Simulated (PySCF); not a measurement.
C₃H₁₂O₃Si₂, SMILES C[Si](O)([Si](C)(O)O)C at its GFN2-xTB optimised geometry (Å):

```
20

Si    -1.0909     0.2199     0.0000
C     -2.0048    -0.6431    -1.4236
O     -1.7988    -0.4816     1.3042
O     -1.3976     1.8386     0.0000
Si     1.2074     0.2199     0.0000
C      1.9999    -1.3967     0.6185
C      1.8997     0.6201    -1.7363
O      1.7743     1.3140     1.0865
H     -1.7330    -1.6907    -1.4863
H     -3.0809    -0.5964    -1.2830
H     -1.7722    -0.1835    -2.3790
H     -1.4908    -0.3098     2.1893
H     -2.2931     2.1702    -0.0298
H      1.7538    -2.2277    -0.0344
H      3.0809    -1.3094     0.6504
H      1.6637    -1.6526     1.6182
H      1.4903     1.5501    -2.1218
H      1.6617    -0.1594    -2.4529
H      2.9811     0.7233    -1.7125
H      1.5075     2.2277     1.0323
```

Level of theory: CAM-B3LYP/def2-SVP (PySCF 2.14.0). Cells within 0.4 Å of a nucleus heavier than hydrogen are left out (blank, or x).

Map of the electron localisation function on the plane z = 0.0 Å:

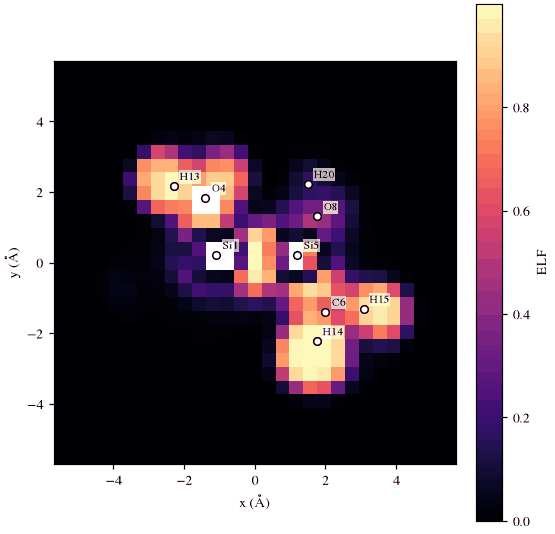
Figure: Electron localisation function on the plane z = 0.0 Å.
